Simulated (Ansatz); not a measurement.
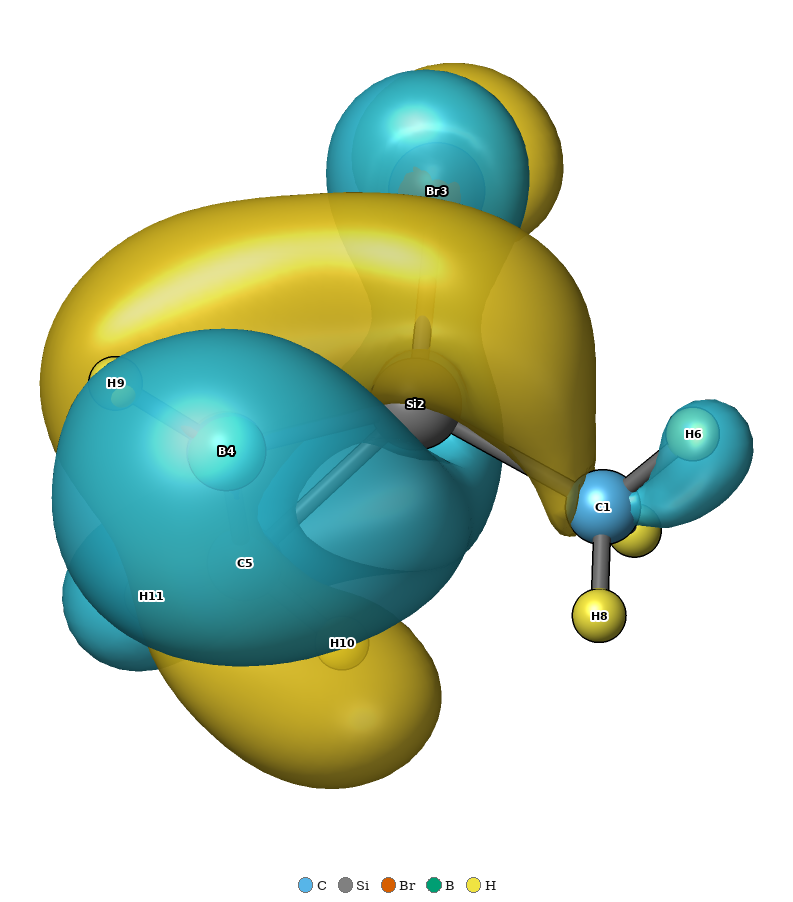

Figure. C₂H₆BBrSi. The LUMO at ±0.06 Å⁻³ᐟ² (yellow and cyan are the two phases), seen across its widest extent.

Level of theory: RKS PBE0-D4/def2-SVP in Ansatz 0.2.0.

The calculation's input:

```
crystal:
  periodic: [false, false, false]
  atoms:
    - { symbol: C, position_ang: [-1.288, -1.1427, -0.0268] }
    - { symbol: Si, position_ang: [0.4278, -0.5485, 0.1932] }
    - { symbol: Br, position_ang: [1.5373, -1.3378, 1.9568] }
    - { symbol: B, position_ang: [0.4501, 1.4976, 0.4088] }
    - { symbol: C, position_ang: [1.0987, 0.7706, -0.8109] }
    - { symbol: H, position_ang: [-1.961, -0.6833, 0.7859] }
    - { symbol: H, position_ang: [-1.3528, -2.204, -0.028] }
    - { symbol: H, position_ang: [-1.6804, -0.7017, -1.0152] }
    - { symbol: H, position_ang: [0.0537, 2.4764, 1.0395] }
    - { symbol: H, position_ang: [0.5888, 0.9406, -1.7415] }
    - { symbol: H, position_ang: [2.1911, 0.8758, -0.7412] }
basis:
  gaussian: { orbitals: def2-SVP }
hamiltonian:
  xc: pbe0
  dispersion: d4
relax:
  f_tol: 0.02
  max_steps: 50
output:
  orbitals: {}
```

Run with:

```sh
ansatz run input.yaml --threads 2 --pin off --max-ram 3072MiB --backend cpu --events-out ev --progress --plain --runs-dir out
```

The fields are those of the relaxed geometry.

### What is the character of this orbital?

Its weight (Hirshfeld) is mainly on B4 (about 40 %), Si2 (about 25 %), C5 (about 15 %) and Br3 (about 5 %). Its energy is −1.32 eV.
